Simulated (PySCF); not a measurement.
# TiNH2F3 (SMILES [NH2][Ti]([F])([F])[F]) at 6 levels

Wanted: a comparison of 6 runs (HF/3-21G, HF/def2-SVP, HF/def2-TZVP, B3LYP/3-21G, B3LYP/6-31G*) of TiNH2F3. Input form: a Python script.

Program for the calculation: PySCF 2.14.0.

### 1 The structure to begin with

TiNH2F3 has 7 atoms, charge 0, and is taken as a singlet. SMILES: `[NH2][Ti]([F])([F])[F]`. Geometry: relaxed at PBE0-D4/def2-TZVP.

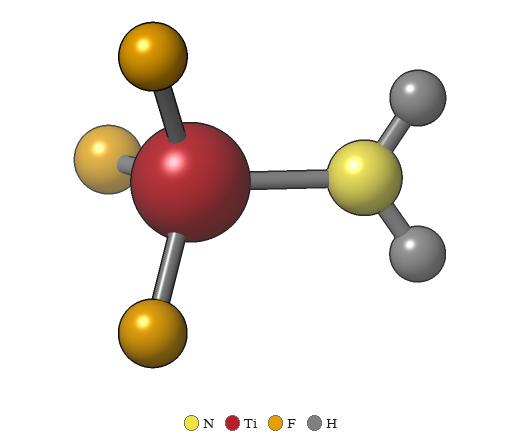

Viewed from a chosen angle; nitrogen yellow, titanium red, fluorine amber, hydrogen grey.

### 2 Energy and forces at HF/3-21G (run 1)

Input file input.py:

```python
import pyscf.grad
from pyscf import gto, scf

mol = gto.Mole()
mol.atom = [
    ('N', (-0.612600, 0.873900, 0.337800)),
    ('Ti', (0.424800, -0.560700, -0.211700)),
    ('F', (0.934000, -1.421800, 1.226000)),
    ('F', (-0.526700, -1.653600, -1.211600)),
    ('F', (1.735700, 0.076100, -1.184100)),
    ('H', (-0.731800, 1.728800, -0.188400)),
    ('H', (-1.162200, 0.889200, 1.186200)),
]
mol.spin = 0
mol.verbose = 4
mol.max_memory = 1860
mol.charge = 0
mol.basis = '3-21g'
mol.build()

myscf = scf.RHF(mol)
myscf.conv_tol = 1e-10
myscf.kernel()
if not myscf.converged:
    myscf = myscf.newton().run(myscf.mo_coeff, myscf.mo_occ)

energy = myscf.e_tot
print('E = %.10f Eh' % energy)
grad = myscf.Gradients().kernel()
myscf.analyze()
```

Started as:

```console
$ OMP_NUM_THREADS=1 python input.py
```

Standard output:

```text
PySCF version 2.14.0

[... 92 lines left out ...]
MO #2   energy= -26.1444960066845  occ= 2
[... 12 lines left out ...]
MO #15  energy= -1.51572033130806  occ= 2
[... 12 lines left out ...]
MO #28  energy= -0.576363843208961 occ= 2
[... 12 lines left out ...]
MO #41  energy= 0.329545772019098  occ= 0
[... 12 lines left out ...]
MO #54  energy= 1.88471697488532   occ= 0
[... 12 lines left out ...]
MO #67  energy= 3.82511124931322   occ= 0
[... 77 lines left out ...]
Dipole moment(X, Y, Z, Debye): -1.57523,  2.43724,  1.00755
```

It took 4.8 s on 1 thread of Intel Xeon at 2.70GHz, shared host; peak memory 0.14 GiB.

### 3 Energy and gradient at HF/def2-SVP (run 2)

Input file mol.xyz:

```xyz
7
F3H2NTi
N     -0.612600     0.873900     0.337800
Ti     0.424800    -0.560700    -0.211700
F      0.934000    -1.421800     1.226000
F     -0.526700    -1.653600    -1.211600
F      1.735700     0.076100    -1.184100
H     -0.731800     1.728800    -0.188400
H     -1.162200     0.889200     1.186200
```

Input file calc.py:

```python
# [NH2][Ti]([F])([F])[F]
from pyscf import gto, scf

system = gto.M(
    atom='mol.xyz',
    basis='def2-svp',
    spin=0,
    verbose=3,
    max_memory=1860,
)

calc0 = scf.RHF(system)
calc0.conv_tol = 1e-10
calc0.kernel()
if not calc0.converged:
    calc0 = calc0.newton().run(calc0.mo_coeff, calc0.mo_occ)

e_tot = calc0.e_tot
print('E = %.10f Eh' % e_tot)
grad = calc0.nuc_grad_method().kernel()
calc0.analyze()
```

Started as:

```console
$ OMP_NUM_THREADS=1 python calc.py
```

Standard output:

```text
converged SCF energy = -1202.15987309406
[... 23 lines left out ...]
MO #12  energy= -2.03615889307668  occ= 2
[... 16 lines left out ...]
MO #29  energy= -0.449025295666942 occ= 2
[... 16 lines left out ...]
MO #46  energy= 0.845792916387059  occ= 0
[... 16 lines left out ...]
MO #63  energy= 1.70191712193447   occ= 0
[... 16 lines left out ...]
MO #80  energy= 3.09268549227543   occ= 0
[... 16 lines left out ...]
MO #97  energy= 3.7437162981461    occ= 0
[... 8 lines left out ...]
Dipole moment(X, Y, Z, Debye): -1.56219,  2.46816,  1.03123
```

Wall time 23 s (1 thread of Intel Xeon at 2.70GHz, shared host); peak memory 0.2 GiB.

Runs 3 to 4 aren't shown in full; the table further down has their settings and results.

### 4 Energy and gradient at B3LYP/6-31G(d) (spherical functions) (run 5)

Input file calc.py:

```python
from pyscf import gto, dft

molecule = gto.M(
    atom='''
N       -0.612600       0.873900       0.337800
Ti       0.424800      -0.560700      -0.211700
F        0.934000      -1.421800       1.226000
F       -0.526700      -1.653600      -1.211600
F        1.735700       0.076100      -1.184100
H       -0.731800       1.728800      -0.188400
H       -1.162200       0.889200       1.186200
''',
    max_memory=1860,
    basis='6-31g*',
    verbose=3,
)

calc0 = dft.RKS(molecule)
calc0.xc = 'b3lyp'
calc0.grids.level = 5
calc0.conv_tol = 1e-10
calc0.kernel()
if not calc0.converged:
    calc0 = calc0.newton().run(calc0.mo_coeff, calc0.mo_occ)

etot = calc0.e_tot
print('Final energy', etot)
grad = calc0.nuc_grad_method().kernel()
calc0.analyze()
```

Started as:

```console
$ OMP_NUM_THREADS=1 python calc.py
```

Standard output:

```text
converged SCF energy = -1205.14606336624
[... 25 lines left out ...]
MO #14  energy= -1.14548381518381  occ= 2
[... 15 lines left out ...]
MO #30  energy= -0.0877088205133454 occ= 0
[... 15 lines left out ...]
MO #46  energy= 0.720815380295826  occ= 0
[... 15 lines left out ...]
MO #62  energy= 1.31893557265125   occ= 0
[... 15 lines left out ...]
MO #78  energy= 1.87532863180869   occ= 0
[... 15 lines left out ...]
MO #94  energy= 2.62574872336004   occ= 0
[... 8 lines left out ...]
Dipole moment(X, Y, Z, Debye): -1.37944,  2.17075,  0.90595
```

Wall time 48 s (1 thread of Intel Xeon at 2.70GHz, shared host); peak memory 0.92 GiB.

### 5 Energy and forces at B3LYP/6-31G(d) (Cartesian functions) (run 6)

Input file input.py:

```python
# [NH2][Ti]([F])([F])[F]
from pyscf import gto, dft

mol = gto.Mole()
mol.atom = '''
N       -0.612600       0.873900       0.337800
Ti       0.424800      -0.560700      -0.211700
F        0.934000      -1.421800       1.226000
F       -0.526700      -1.653600      -1.211600
F        1.735700       0.076100      -1.184100
H       -0.731800       1.728800      -0.188400
H       -1.162200       0.889200       1.186200
'''
mol.cart = True
mol.basis = '6-31g*'
mol.spin = 0
mol.max_memory = 1860
mol.verbose = 4
mol.build()

mf = dft.RKS(mol)
mf.xc = 'b3lyp'
mf.grids.level = 5
mf.conv_tol = 1e-10
mf.kernel()
if not mf.converged:
    mf = mf.newton().run(mf.mo_coeff, mf.mo_occ)

e_tot = mf.e_tot
print(f'total energy: {e_tot:.8f} hartree')
grad = mf.nuc_grad_method().kernel()
mf.analyze()
```

Started as:

```console
$ OMP_NUM_THREADS=1 python input.py
```

Standard output:

```text
PySCF version 2.14.0

[... 112 lines left out ...]
MO #8   energy= -16.7028867757899  occ= 2
[... 18 lines left out ...]
MO #27  energy= -0.400684982680519 occ= 2
[... 18 lines left out ...]
MO #46  energy= 0.696402588947314  occ= 0
[... 18 lines left out ...]
MO #65  energy= 1.41434459445431   occ= 0
[... 18 lines left out ...]
MO #84  energy= 1.97037361196621   occ= 0
[... 18 lines left out ...]
MO #103 energy= 5.23401308546422   occ= 0
[... 113 lines left out ...]
Dipole moment(X, Y, Z, Debye): -1.35437,  2.13375,  0.89116
```

Wall time 77 s (1 thread of Intel Xeon at 2.70GHz, shared host); peak memory 1 GiB.

### 6 The series

| run | level | integration grid | Cartesian functions | energy (Eh) | dipole moment (D) | HOMO energy (eV) | LUMO energy (eV) | wall time |
| --- | --- | --- | --- | --- | --- | --- | --- | --- |
| 1 | HF/3-21G | – | no | -1196.540248 | 3.07 | -11.87 | 1.57 | 4.8 s |
| 2 | HF/def2-SVP | – | no | -1202.159873 | 3.10 | -12.22 | 1.54 | 23 s |
| 3 | HF/def2-TZVP | – | no | -1202.733999 | 2.91 | -12.15 | 1.74 | 89 s |
| 4 | B3LYP/3-21G | 5 | no | -1199.164784 | 2.77 | -7.49 | -2.02 | 31 s |
| 5 | B3LYP/6-31G* (spherical functions) | 5 | no | -1205.146063 | 2.73 | -7.87 | -2.39 | 48 s |
| 6 | B3LYP/6-31G* (Cartesian functions) | 5 | yes | -1205.161856 | 2.68 | -7.82 | -2.21 | 77 s |

### 7 Summary of results

| quantity | value |
| --- | --- |
| run 6: total energy | -1205.16186 Eh |
| run 6: dipole moment | 2.68 D |
| run 6: HOMO energy | -7.82 eV |
| run 6: LUMO energy | -2.21 eV |
| run 6: HOMO–LUMO gap | 5.61 eV |
| run 6: largest force on an atom | 0.289 eV/Å |

The dipole moment (its size) runs from 2.68 D (B3LYP/6-31G*) to 3.10 D (HF/def2-SVP). The two ends differ in method and basis. The HOMO–LUMO gap runs from 5.47 eV (B3LYP/3-21G) to 13.90 eV (HF/def2-TZVP). All runs together took 4.5 min, the longest 89 s.
